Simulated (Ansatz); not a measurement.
## Electronic structure of H4NSi···Cl in real space

Input file:

```
crystal:
  periodic: [false, false, false]
  atoms:
    - {symbol: Si, position_ang: [-0.175824, 0.433241, 0.842063]}
    - {symbol: Cl, position_ang: [1.044294, -2.141477, -0.745482]}
    - {symbol: N, position_ang: [-0.218623, 0.349731, -0.769768]}
    - {symbol: H, position_ang: [0.269734, -0.644390, -1.069571]}
    - {symbol: H, position_ang: [-0.738581, 1.621628, 1.518687]}
    - {symbol: H, position_ang: [0.408304, -0.638769, 1.649635]}
    - {symbol: H, position_ang: [-0.589302, 1.020135, -1.425464]}
basis:
  gaussian: {orbitals: def2-TZVPP}
hamiltonian: {xc: pbe0, dispersion: d4}
output: {orbitals: {seedname: orbitals}}
```

Command:

```sh
ansatz run in.yaml --threads 2 --pin off --events-out ev --progress --plain --max-ram 4352MiB
```

A transition-state structure; geometry: PBE0-D4/def2-TZVP.

All numbers below come from Ansatz 0.2.0, RKS PBE0-D4/def2-TZVPP.

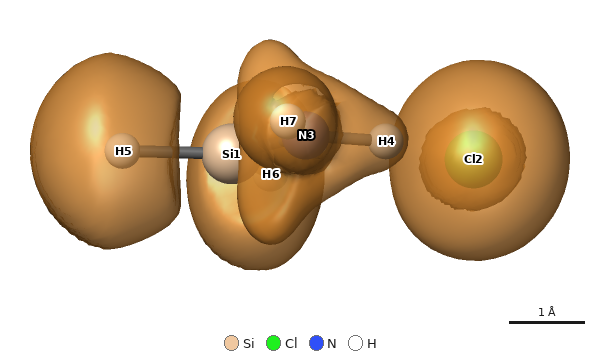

Figure 1. Isosurface of the electron localisation function at 0.75 (orange), seen from one side. Only the valence region is drawn (cores and ρ < 0.01 e/Å³ removed).

> Where are the electrons localised?

At this value the surface marks out two regions around hydrogen nuclei, one region wrapped around Cl (its valence shell) and one joined region spread over several atoms (H, N, Si), in which their bonds and any lone pairs are merged.


Cl2···H4 (1.72 Å): the ELF climbs to about 0.90 towards the hydrogen, as it does in any bond to H (a closed-shell contact with the geometry of a hydrogen bond). Si–N (1.61 Å): the ELF peaks at about 0.85 between the atoms: a short, strongly polar bond.

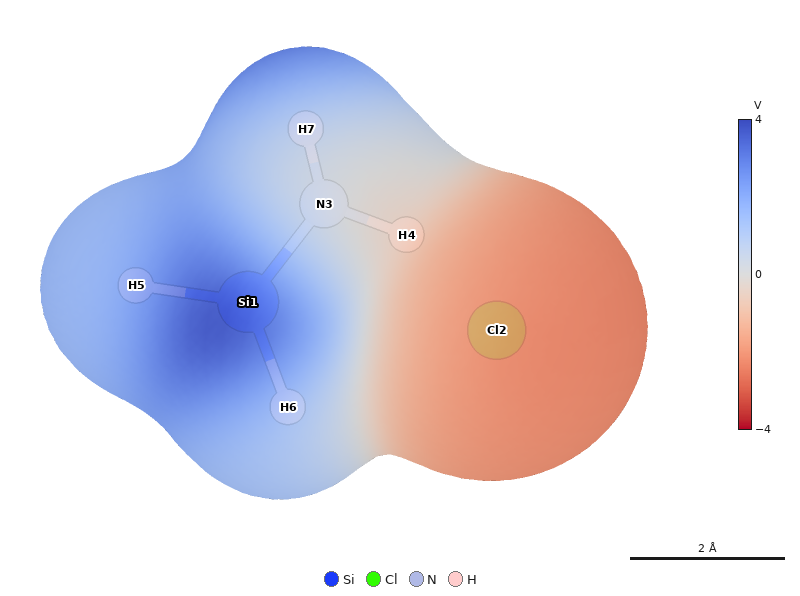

Figure 2. The molecular electrostatic potential painted on the density surface at 0.002 e/bohr³, seen across its widest extent; the colour scale runs from red (negative) to blue (positive).

> Which sites attract a positive test charge, and which a negative one?

A positive charge is drawn to the negative regions and a negative charge to the positive ones. The most negative region (about −2.3 V) lies over Cl2, the most positive (about +3.7 V) over Si1.

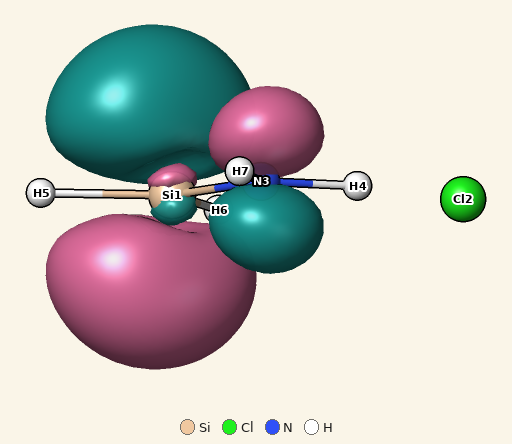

Figure 3. The LUMO at ±0.15 Å⁻³ᐟ² (teal and pink are the two phases), seen from one side.

> What is the character of this orbital?

Its weight (Hirshfeld) is mainly on Si1 (about 70 %) and N3 (about 15 %); it changes sign across the molecular plane (π type). Its energy is −3.17 eV.
